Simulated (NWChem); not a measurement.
# A workflow on the pair BH5S···CH3Cl

We compute the energy (singlet CH8BClS, M06-2X/jun-cc-pV(D+d)Z), then the energy (singlet BH5S, M06-2X/jun-cc-pV(D+d)Z), then a single-point energy (singlet CH3Cl, M06-2X/jun-cc-pV(D+d)Z), then a single-point energy (singlet BH5S, M06-2X/jun-cc-pV(D+d)Z), then the energy (singlet CH3Cl, M06-2X/jun-cc-pV(D+d)Z) of CH8BClS and its partners. 

Program for the calculation: NWChem 7.3.0.

### Step 1. The system as given

CH8BClS: 12 atoms, total charge 0, spin state singlet. The two molecules were placed rigidly side by side, at 0.8 times their contact distance; the pair isn't optimised.

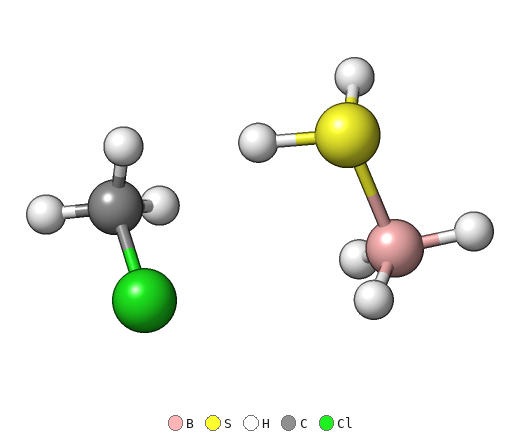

The structure, seen from a chosen angle (boron pink, sulfur yellow, hydrogen white, carbon grey, chlorine green).

### Step 2. The energy at M06-2X/jun-cc-pV(D+d)Z (run 1)

geom.nw

```
start geom
memory stack 880 mb heap 220 mb global 1100 mb

geometry units bohr noautosym nocenter noautoz
   B  -1.00981295 -0.85377826 -0.94059228
   S   1.05792538  1.86572660  0.56211793
   H  -3.08397634  0.08711637 -0.80302022
   H  -0.66739458 -2.71723719  0.31418587
   H  -0.15905825 -0.89270662 -3.05746349
   H   0.52388877  1.72626481  3.04521806
   H   3.33844686  0.78461429  0.87959192
   C   6.93072174 -1.64073581  0.01460758
   Cl  6.36246220 -1.90013852 -3.27706856
   H   5.28603640 -2.34815479  1.02334339
   H   7.25091693  0.33703265  0.47245043
   H   8.59005246 -2.75828205  0.48503600
end

basis spherical bse
   B library "jun-cc-pV(D+d)Z"
   S library "jun-cc-pV(D+d)Z"
   H library "jun-cc-pV(D+d)Z"
   C library "jun-cc-pV(D+d)Z"
   Cl library "jun-cc-pV(D+d)Z"
end

dft
   xc m06-2x
   grid fine
   convergence energy 1e-08
   iterations 100
   mulliken
   noprint "final vectors analysis"
end

task dft energy
```

Command:

```bash
nwchem geom.nw > geom.out
```

Log (excerpt; [...] marks lines left out):

```text
[...]
          Wavefunction type:  closed shell.
          No. of atoms     :    12
          No. of electrons :    52
[...]
          Charge           :     0
          Spin multiplicity:     1
[...]
          AO basis - number of functions:   130
[...]
              XC Information
              --------------
                       M06-2X Method XC Functional
                     Hartree-Fock (Exact) Exchange  0.540
                        M06-2X Exchange Functional  1.000
                      M06-2X Correlation Potential  1.000
[...]
 d= 0,ls=0.0,diis     1   -925.9775631022 -1.12D+03  6.69D-03  3.98D-01    10.0
[...]
 d= 0,ls=0.0,diis     8   -926.0439455895 -8.01D-09  1.03D-06  3.81D-08    65.0
         Total DFT energy =     -926.043945589473
      One electron energy =    -1666.298801076777
           Coulomb energy =      609.266345505225
    Exchange-Corr. energy =      -66.309523970916
 Nuclear repulsion energy =      197.298033952994
[...]
      Total Density - Mulliken Population Analysis
     ---------------------------------------------
    Atom       Charge   Shell Charges
 -----------   ------   -------------------------------------------------------
    1 B    5     5.34   2.01  0.56  0.44  0.05  1.65  0.56  0.02  0.05
    2 S   16    15.87   2.00  2.03  0.96  0.76  0.01  6.00  2.36  1.63  0.01  0.00  0.10
    3 H    1     1.02   0.74  0.27  0.01
    4 H    1     1.02   0.75  0.26  0.01
    5 H    1     1.00   0.74  0.25  0.01
    6 H    1     0.86   0.70  0.12  0.03
    7 H    1     0.90   0.70  0.17  0.03
    8 C    6     6.38   2.01  0.66  0.53  0.10  2.05  0.93  0.04  0.05
    9 Cl  17    17.03   2.00  2.03  0.96  0.93  0.01  6.00  3.07  1.96  0.03  0.00  0.04
   10 H    1     0.87   0.75  0.09  0.03
[...]
```

Wall time 66 s (1 thread of Intel Xeon Platinum 8488C (Sapphire Rapids), shared host); peak memory 0.12 GiB.

### Step 3. BH5S: a single-point energy at M06-2X/jun-cc-pV(D+d)Z (run 2)

bh5s.nw

```
start bh5s
title "BH5S"
memory 2200 mb

geometry units atomic noautosym nocenter noautoz
  B  -1.00981295 -0.85377826 -0.94059228
  S   1.05792538  1.86572660  0.56211793
  H  -3.08397634  0.08711637 -0.80302022
  H  -0.66739458 -2.71723719  0.31418587
  H  -0.15905825 -0.89270662 -3.05746349
  H   0.52388877  1.72626481  3.04521806
  H   3.33844686  0.78461429  0.87959192
end

basis "ao basis" spherical bse
  * library "jun-cc-pV(D+d)Z"
end

dft
  xc m06-2x
  grid fine
  convergence energy 1e-08
  maxiter 100
  mulliken
  print low
end

task dft energy
```

Command:

```bash
nwchem bh5s.nw > bh5s.out
```

Log (excerpt; [...] marks lines left out):

```text
[...]
 d= 0,ls=0.0,diis     1   -425.9339560013 -4.81D+02  7.95D-03  2.11D-01     2.4
[...]
 d= 0,ls=0.0,diis     8   -425.9735678366 -9.72D-10  8.19D-07  5.47D-09    14.2
         Total DFT energy =     -425.973567836583
      One electron energy =     -693.884945102761
           Coulomb energy =      244.714113168710
    Exchange-Corr. energy =      -31.547951330616
 Nuclear repulsion energy =       54.745215428084
[...]
      Total Density - Mulliken Population Analysis
     ---------------------------------------------
    Atom       Charge   Shell Charges
 -----------   ------   -------------------------------------------------------
    1 B    5     5.30   2.01  0.56  0.43  0.04  1.65  0.54  0.02  0.05
    2 S   16    15.90   2.00  2.03  0.96  0.76  0.02  6.00  2.37  1.64  0.02  0.00  0.10
    3 H    1     1.03   0.74  0.28  0.01
    4 H    1     1.03   0.74  0.27  0.01
    5 H    1     1.03   0.74  0.28  0.01
    6 H    1     0.86   0.70  0.12  0.03
    7 H    1     0.86   0.70  0.12  0.03
[...]
```

Wall time 15 s (1 thread of Intel Xeon Platinum 8488C (Sapphire Rapids), shared host); peak memory 0.11 GiB.

### Step 4. CH3Cl: a single-point energy at M06-2X/jun-cc-pV(D+d)Z (run 3)

nw.nw

```
start nw
title "CH3Cl energy"
memory stack 880 mb heap 220 mb global 1100 mb

geometry noautosym nocenter noautoz
   C        3.667580      -0.868240       0.007730
   Cl       3.366870      -1.005510      -1.734150
   H        2.797250      -1.242590       0.541530
   H        3.837020       0.178350       0.250010
   H        4.545660      -1.459620       0.256670
end

basis "ao basis" spherical bse
   * library "jun-cc-pV(D+d)Z"
end

dft
   xc m06-2x
   grid fine
   convergence energy 1e-08
   maxiter 100
   mulliken
   print low
end

task dft energy
```

Command:

```bash
nwchem nw.nw > nw.out
```

Log (excerpt; [...] marks lines left out):

```text
[...]
 d= 0,ls=0.0,diis     1   -500.0510370329 -5.52D+02  7.75D-03  1.57D-01     1.8
[...]
 d= 0,ls=0.0,diis     7   -500.0725615787 -9.98D-09  1.27D-06  5.46D-09     8.4
         Total DFT energy =     -500.072561578697
      One electron energy =     -790.710316119578
           Coulomb energy =      273.851548048158
    Exchange-Corr. energy =      -34.752104448284
 Nuclear repulsion energy =       51.538310941005
[...]
      Total Density - Mulliken Population Analysis
     ---------------------------------------------
    Atom       Charge   Shell Charges
 -----------   ------   -------------------------------------------------------
    1 C    6     6.31   2.01  0.66  0.52  0.07  2.05  0.91  0.04  0.05
    2 Cl  17    17.08   2.00  2.03  0.96  0.93  0.01  6.00  3.08  1.99  0.05  0.00  0.04
    3 H    1     0.87   0.74  0.10  0.03
    4 H    1     0.87   0.74  0.10  0.03
    5 H    1     0.87   0.74  0.10  0.03
[...]
```

Run time: 9 s. Hardware: 1 thread of Intel Xeon Platinum 8488C (Sapphire Rapids), shared host; peak memory 0.11 GiB.

### Step 5. BH5S among ghost functions: the energy at M06-2X/jun-cc-pV(D+d)Z (with ghost functions) (run 4)

m1.nw

```
start m1
memory stack 880 mb heap 220 mb global 1100 mb
geometry units angstroms noautosym nocenter noautoz
B       -0.534370      -0.451800      -0.497740
S        0.559830       0.987300       0.297460
H       -1.631970       0.046100      -0.424940
H       -0.353170      -1.437900       0.166260
H       -0.084170      -0.472400      -1.617940
H        0.277230       0.913500       1.611460
H        1.766630       0.415200       0.465460
bqC      3.667580    -0.868240     0.007730
bqCl     3.366870    -1.005510    -1.734150
bqH      2.797250    -1.242590     0.541530
bqH      3.837020     0.178350     0.250010
bqH      4.545660    -1.459620     0.256670
end
basis spherical bse
B library "jun-cc-pV(D+d)Z"
S library "jun-cc-pV(D+d)Z"
H library "jun-cc-pV(D+d)Z"
bqC library C "jun-cc-pV(D+d)Z"
bqCl library Cl "jun-cc-pV(D+d)Z"
bqH library H "jun-cc-pV(D+d)Z"
end
dft
xc m06-2x
mult 1
grid fine
convergence energy 1e-08
maxiter 100
mulliken
print low
end
task dft energy
```

Command:

```bash
nwchem m1.nw > m1.out
```

Log (excerpt; [...] marks lines left out):

```text
[...]
 d= 0,ls=0.0,diis     1   -425.9341546781 -4.81D+02  4.46D-03  2.12D-01     8.7
[...]
 d= 0,ls=0.0,diis     8   -425.9737966530 -1.40D-09  4.45D-07  5.36D-09    61.2
         Total DFT energy =     -425.973796652958
      One electron energy =     -693.883275158280
           Coulomb energy =      244.711712162044
    Exchange-Corr. energy =      -31.547452983642
 Nuclear repulsion energy =       54.745219326920
[...]
      Total Density - Mulliken Population Analysis
     ---------------------------------------------
    Atom       Charge   Shell Charges
 -----------   ------   -------------------------------------------------------
    1 B    5     5.32   2.01  0.56  0.44  0.05  1.65  0.55  0.02  0.05
    2 S   16    15.90   2.00  2.03  0.96  0.76  0.02  6.00  2.37  1.65  0.01  0.00  0.10
    3 H    1     1.03   0.74  0.28  0.01
    4 H    1     1.02   0.75  0.26  0.01
    5 H    1     1.02   0.74  0.27  0.01
    6 H    1     0.85   0.70  0.12  0.03
    7 H    1     0.85   0.70  0.12  0.03
    8 X    0     0.00   0.00  0.00  0.00  0.00  0.00 -0.00  0.00  0.00
    9 X    0     0.00   0.00  0.00  0.00 -0.00  0.00  0.00  0.00 -0.00  0.00  0.00 -0.00
   10 X    0    -0.00   0.00 -0.00  0.00
[...]
```

Wall time 62 s (1 thread of Intel Xeon Platinum 8488C (Sapphire Rapids), shared host); peak memory 0.12 GiB.

### Step 6. CH3Cl among ghost functions: a single-point energy at M06-2X/jun-cc-pV(D+d)Z (with ghost functions) (run 5)

input.nw

```
start input
memory stack 880 mb heap 220 mb global 1100 mb
geometry noautosym nocenter noautoz
  C     3.667580   -0.868240    0.007730
  Cl    3.366870   -1.005510   -1.734150
  H     2.797250   -1.242590    0.541530
  H     3.837020    0.178350    0.250010
  H     4.545660   -1.459620    0.256670
  bqB     -0.534370    -0.451800    -0.497740
  bqS      0.559830     0.987300     0.297460
  bqH     -1.631970     0.046100    -0.424940
  bqH     -0.353170    -1.437900     0.166260
  bqH     -0.084170    -0.472400    -1.617940
  bqH      0.277230     0.913500     1.611460
  bqH      1.766630     0.415200     0.465460
end
basis spherical bse
  C library "jun-cc-pV(D+d)Z"
  Cl library "jun-cc-pV(D+d)Z"
  H library "jun-cc-pV(D+d)Z"
  bqB library B "jun-cc-pV(D+d)Z"
  bqS library S "jun-cc-pV(D+d)Z"
  bqH library H "jun-cc-pV(D+d)Z"
end
dft
  xc m06-2x
  grid fine
  convergence energy 1e-08
  iterations 100
  mulliken
  print low
end
task dft
```

Command:

```bash
nwchem input.nw > input.out
```

Log (excerpt; [...] marks lines left out):

```text
[...]
 d= 0,ls=0.0,diis     1   -500.0512621385 -5.52D+02  3.79D-03  1.58D-01     8.4
[...]
 d= 0,ls=0.0,diis     7   -500.0727503703 -9.78D-09  6.05D-07  5.26D-09    52.9
         Total DFT energy =     -500.072750370252
      One electron energy =     -790.711109122114
           Coulomb energy =      273.852087158553
    Exchange-Corr. energy =      -34.752039347696
 Nuclear repulsion energy =       51.538310941005
[...]
      Total Density - Mulliken Population Analysis
     ---------------------------------------------
    Atom       Charge   Shell Charges
 -----------   ------   -------------------------------------------------------
    1 C    6     6.38   2.01  0.66  0.52  0.11  2.05  0.92  0.05  0.05
    2 Cl  17    17.06   2.00  2.03  0.96  0.93  0.00  6.00  3.08  1.99  0.03  0.00  0.04
    3 H    1     0.86   0.75  0.09  0.03
    4 H    1     0.85   0.75  0.08  0.03
    5 H    1     0.86   0.74  0.09  0.03
    6 X    0    -0.00  -0.00 -0.00  0.00 -0.00 -0.00  0.00 -0.00  0.00
    7 X    0    -0.01  -0.00  0.00  0.00 -0.00 -0.00  0.00  0.00 -0.00 -0.00 -0.00  0.00
    8 X    0     0.00  -0.00  0.00 -0.00
    9 X    0    -0.00  -0.00 -0.00 -0.00
   10 X    0    -0.00   0.00 -0.00  0.00
[...]
```

Wall time 54 s (1 thread of Intel Xeon Platinum 8488C (Sapphire Rapids), shared host); peak memory 0.12 GiB.

### Step 7. Results

| quantity | value |
| --- | --- |
| run 1, M06-2X/jun-cc-pV(D+d)Z: total energy | -926.04395 Eh |
| run 1, M06-2X/jun-cc-pV(D+d)Z: dipole moment | 5.36 D |
| BH5S: total energy | -425.97357 Eh |
| CH3Cl: total energy | -500.07256 Eh |
| BH5S among ghost functions: total energy | -425.97380 Eh |
| CH3Cl among ghost functions: total energy | -500.07275 Eh |
| interaction energy of the rigid parts BH5S and CH3Cl (parts in their own basis; closest atoms 1.95 Å apart) | 0.059 eV |
| interaction energy of the rigid parts BH5S and CH3Cl (parts in the whole basis, counterpoise; closest atoms 1.95 Å apart) | 0.071 eV |

In words: The interaction energy of the rigid parts BH5S and CH3Cl (parts in their own basis; closest atoms 1.95 Å apart) is 0.06 eV (1.4 kcal/mol): the parts repel at this shape. Without counterpoise this holds the superposition error of the basis. The interaction energy of the rigid parts BH5S and CH3Cl (parts in the whole basis, counterpoise; closest atoms 1.95 Å apart) is 0.07 eV (1.6 kcal/mol): the parts repel at this shape. The basis-set superposition error is 1.1 kJ/mol. Mulliken charges (BH5S) run from -0.30 on B1 to +0.14 on H6; they depend strongly on the basis. Mulliken charges (CH3Cl) run from -0.31 on C1 to +0.13 on H3.
